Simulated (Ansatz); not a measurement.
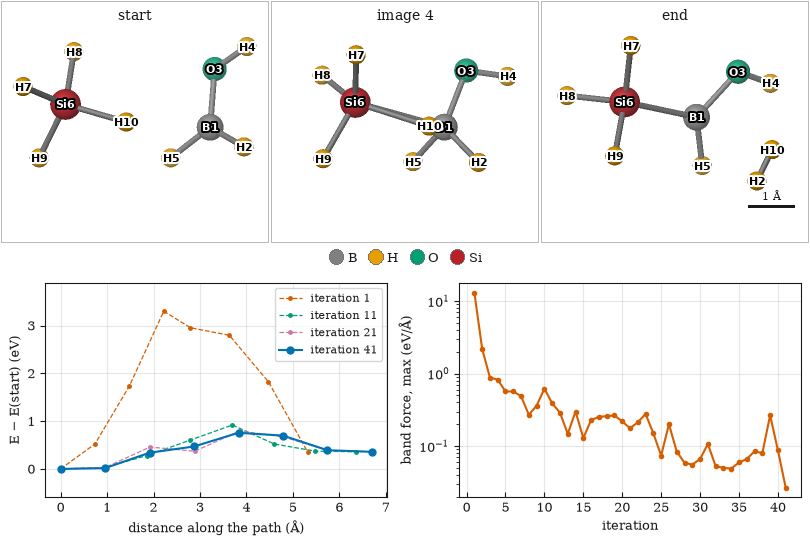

NEB run on BSiH7O, made up at the start of BH3O and SiH4. Images are numbered from 0 (start) to 7 (end). The plot follows the band through its iterations. The picture is a ball-and-stick view, seen at a tilt.

Level of theory: RKS PBE-D4/cc-pVDZ (Ansatz). Run with 6 movable images; no climbing image; force threshold 0.03 eV/Å; iteration limit 60; starting path through a guess of the saddle point.

How did the profile develop, and is the result final?

The run is converged, with reservations. The band converged in 41 iterations. The largest component of the band force went from 13 to 0.027 eV/Å. No image climbed, so the highest image needn't lie on the saddle point, and the true maximum along this path can be higher. The first iteration put the highest image at 3.30 eV. The energy climbs by 0.76 eV to image 4 and then falls by 0.40 eV, so the end point sits at +0.36 eV.

Limits of the set-up: the start holds two separate molecules, 2.8 Å apart at their closest, whose relative position is a soft coordinate.
